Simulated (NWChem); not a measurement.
**One shape, several levels: B2SiH3OF (SMILES FB1BO[SiH2]1)**

Wanted: a comparison of 3 runs (HF/STO-3G, HF/3-21G, B3LYP/6-31G*) of B2SiH3OF. 

The results are computed with NWChem 7.3.0.

## 1. The structure to begin with

B2SiH3OF: 8 atoms, total charge 0, spin state singlet. SMILES: `FB1BO[SiH2]1`. Geometry: relaxed at PBE0-D4/def2-TZVP.

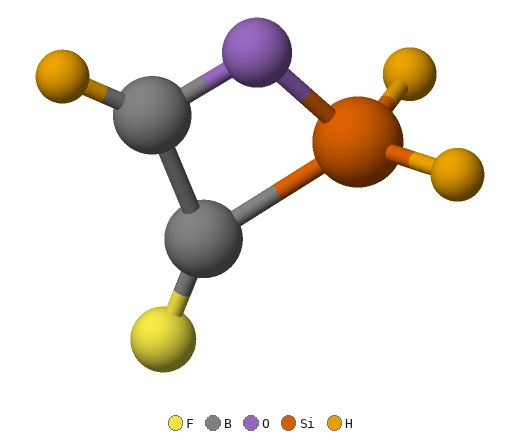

Viewed from a chosen angle; fluorine yellow, boron grey, oxygen purple, silicon orange, hydrogen amber.

## 2. Energy and forces at HF/STO-3G (run 1)

Contents of b2fh3osi.nw:

```
start b2fh3osi
title "B2FH3OSi gradient"
memory 2200 mb

geometry units atomic noautosym nocenter noautoz
  F  -1.19922020 -1.72361920  4.22467172
  B  -0.43312523 -0.69390743  2.11630429
  B   1.60362159  1.68355700  1.07430930
  O   1.21773951  1.44885302 -1.46623850
  Si -0.94410717 -0.96942950 -1.69584022
  H   3.03735680  3.23577804  1.88367900
  H  -3.25429736 -0.03571582 -3.00220789
  H   0.14607583 -3.05323050 -3.24012441
end

basis spherical bse
  * library STO-3G
end

scf
  thresh 1e-08
  maxiter 80
  noprint "final vectors analysis"
end

task scf gradient
```

Run with:

```sh
$ nwchem b2fh3osi.nw > b2fh3osi.out
```

What it wrote:

```text
[...]
  functions       =    32
[...]
  wavefunction    = RHF
[...]
         Total SCF energy =   -508.049961056647
      One-electron energy =  -1076.631001852900
      Two-electron energy =    383.200037671479
 Nuclear repulsion energy =    185.381003124773
        Time for solution =      3.9s
[...]
                         RHF ENERGY GRADIENTS
    atom               coordinates                        gradient
                 x          y          z           x          y          z
   1 F      -1.199220  -1.723619   4.224672   -0.004656  -0.007010   0.022306
   2 B      -0.433125  -0.693907   2.116304   -0.003957  -0.005021   0.007314
   3 B       1.603622   1.683557   1.074309    0.003427   0.001789   0.026107
   4 O       1.217740   1.448853  -1.466239   -0.009706  -0.008506  -0.030750
   5 Si     -0.944107  -0.969430  -1.695840    0.012939   0.014414   0.002038
   6 H       3.037357   3.235778   1.883679    0.014871   0.016393   0.004725
   7 H      -3.254297  -0.035716  -3.002208   -0.025532   0.010901  -0.014534
   8 H       0.146076  -3.053231  -3.240124    0.012616  -0.022959  -0.017208
[...]
```

Wall time 6 s (1 thread of AMD EPYC 7R43 (Zen 3), shared host); peak memory 0.092 GiB.

## 3. Energy and forces at HF/3-21G (run 2)

Contents of run.xyz:

```xyz
8

F     -0.634600    -0.912100     2.235600
B     -0.229200    -0.367200     1.119900
B      0.848600     0.890900     0.568500
O      0.644400     0.766700    -0.775900
Si    -0.499600    -0.513000    -0.897400
H      1.607300     1.712300     0.996800
H     -1.722100    -0.018900    -1.588700
H      0.077300    -1.615700    -1.714600
```

Contents of run.nw:

```
start run
memory total 2200 mb
charge 0
geometry noautosym nocenter noautoz
   load run.xyz
end
basis spherical bse
   * library 3-21G
end
scf
   thresh 1e-08
   maxiter 80
end
task scf gradient
```

Run with:

```sh
$ nwchem run.nw > run.out
```

What it wrote:

```text
[...]
  functions       =    55
[...]
  wavefunction    = RHF
[...]
         Total SCF energy =   -511.656911100619
      One-electron energy =  -1076.420919705215
      Two-electron energy =    379.382992314176
 Nuclear repulsion energy =    185.381016290419
        Time for solution =      5.4s
[...]
                         RHF ENERGY GRADIENTS
    atom               coordinates                        gradient
                 x          y          z           x          y          z
   1 F      -1.199220  -1.723619   4.224671    0.010020   0.013517  -0.028242
   2 B      -0.433125  -0.693907   2.116304   -0.011342  -0.014515   0.022114
   3 B       1.603621   1.683557   1.074309   -0.018107  -0.018734  -0.021394
   4 O       1.217739   1.448853  -1.466238   -0.004087  -0.005114   0.006561
   5 Si     -0.944107  -0.969429  -1.695840    0.016209   0.016095   0.027506
   6 H       3.037357   3.235778   1.883679    0.005335   0.006033  -0.000194
   7 H      -3.254297  -0.035716  -3.002208    0.000160   0.002096  -0.003115
   8 H       0.146076  -3.053230  -3.240124    0.001813   0.000623  -0.003235
[...]
```

Wall time 9 s (1 thread of AMD EPYC 7R43 (Zen 3), shared host); peak memory 0.094 GiB.

## 4. Energy and gradient at B3LYP/6-31G(d) (Cartesian functions) (run 3)

Contents of run.py:

```python
from ase import Atoms
from ase.calculators.nwchem import NWChem

atoms = Atoms('FBBOSiHHH', positions=[
    [-0.634600, -0.912100, 2.235600],
    [-0.229200, -0.367200, 1.119900],
    [0.848600, 0.890900, 0.568500],
    [0.644400, 0.766700, -0.775900],
    [-0.499600, -0.513000, -0.897400],
    [1.607300, 1.712300, 0.996800],
    [-1.722100, -0.018900, -1.588700],
    [0.077300, -1.615700, -1.714600],
])

calc = NWChem(
    label='struct',
    theory='dft',
    memory='2200 mb',
    basis='6-31G*',
    dft={'xc': 'b3lyp', 'mult': '1', 'grid': 'xfine', 'convergence': 'energy 1e-08', 'iterations': '100', 'mulliken': None},
)
atoms.calc = calc

forces = atoms.get_forces()
e = atoms.get_potential_energy()
print(f"E = {e:.6f} eV")
print("forces (eV/A):")
for s, f in zip(atoms.symbols, forces):
    print(f"{s:2s} {f[0]:10.5f} {f[1]:10.5f} {f[2]:10.5f}")
print("dipole (e A):", atoms.get_dipole_moment().round(4))
```

Run with:

```sh
$ export ASE_NWCHEM_COMMAND="nwchem PREFIX.nwi > PREFIX.nwo"
$ python run.py
```

What it wrote:

```text
E = -14044.656539 eV
forces (eV/A):
F    -0.12064   -0.15931    0.29763
B     0.15344    0.18188   -0.11956
B     0.04721    0.03204    0.27542
O     0.32087    0.37785   -0.21124
Si   -0.35116   -0.38304   -0.15853
H    -0.00776   -0.00802   -0.01136
H    -0.03327   -0.00998   -0.03543
H    -0.00874   -0.03142   -0.03692
dipole (e A): [-0.1576 -0.1821  0.0572]
```

The calculator wrote struct.nwi:

```
title "struct"

permanent_dir struct

scratch_dir struct

start struct

geometry units angstrom nocenter noautosym noautoz
  F  -6.3460000000000005e-01 -9.1210000000000002e-01 2.2355999999999998e+00
  B  -2.2919999999999999e-01 -3.6720000000000003e-01 1.1198999999999999e+00
  B  8.4860000000000002e-01 8.9090000000000003e-01 5.6850000000000001e-01
  O  6.4439999999999997e-01 7.6670000000000005e-01 -7.7590000000000003e-01
  Si -4.9959999999999999e-01 -5.1300000000000001e-01 -8.9739999999999998e-01
  H  1.6073000000000000e+00 1.7122999999999999e+00 9.9680000000000002e-01
  H  -1.7221000000000000e+00 -1.8900000000000000e-02 -1.5887000000000000e+00
  H  7.7299999999999994e-02 -1.6156999999999999e+00 -1.7145999999999999e+00
end

memory 2200 mb

basis noprint
   * library 6-31G*
end

dft
  xc b3lyp
  mult 1
  grid xfine
  convergence energy 1e-08
  iterations 100
  mulliken
end

task dft gradient
```

struct.nwo:

```text
Northwest Computational Chemistry Package (NWChem) 7.3.0
             --------------------------------------------------------

           Job information
           ---------------

    nwchem branch   = 7.3.0
    use scalapack   = T
    input           = struct.nwi
    prefix          = struct.
    data base       = struct/struct.db
    status          = startup
    nproc           =        1

           Memory information
           ------------------

[... 5 lines left out ...]
    hardfail = no
[... 109 lines left out ...]
  convergence criterion.
[... 44 lines left out ...]
          Spatial weights used:  Erf1
[... 32 lines left out ...]
 1-e energy   =   -1077.993560
[... 43 lines left out ...]
           Coulomb energy =      428.483323305489
[... 663 lines left out ...]
          Convergence on density requested:  1.00D-05
[... 30 lines left out ...]
          total energy or number of iterations.
[... 36 lines left out ...]
                 ----------------------------------------
                 |  Time  |  1-e(secs)   |  2-e(secs)   |
                 ----------------------------------------
                 |  CPU   |       0.02   |      10.58   |
                 ----------------------------------------
                 |  WALL  |       0.02   |      10.58   |
                 ----------------------------------------

 Task  times  cpu:       78.3s     wall:       78.3s
 Total times  cpu:       78.3s     wall:       78.3s
```

Wall time 81 s (1 thread of AMD EPYC 7R43 (Zen 3), shared host); peak memory 0.14 GiB.

## 5. The series

```
run                               level  Cartesian functions  iteration cap  energy (Eh)  dipole moment (D)  largest force (eV/Å)  wall time
  1                           HF/STO-3G                   no             80  -508.049961               1.99                 1.715        6 s
  2                            HF/3-21G                   no             80  -511.656911               1.65                 1.839        9 s
  3  B3LYP/6-31G* (Cartesian functions)                  yes            100  -516.131612               1.19                 0.543       81 s
```

## 6. Outcome

```
                       quantity          value
            run 3: total energy  -516.13161 Eh
           run 3: dipole moment         1.19 D
             run 3: HOMO energy       -6.65 eV
             run 3: LUMO energy       -2.53 eV
           run 3: HOMO–LUMO gap        4.12 eV
run 3: largest force on an atom     0.543 eV/Å
```

What this shows: The dipole moment (its size) runs from 1.19 D (B3LYP/6-31G*) to 1.99 D (HF/STO-3G). The two ends differ in method and basis. In run 1 the basis is minimal, so the values are rough. All runs together took 96 s, the longest 81 s.
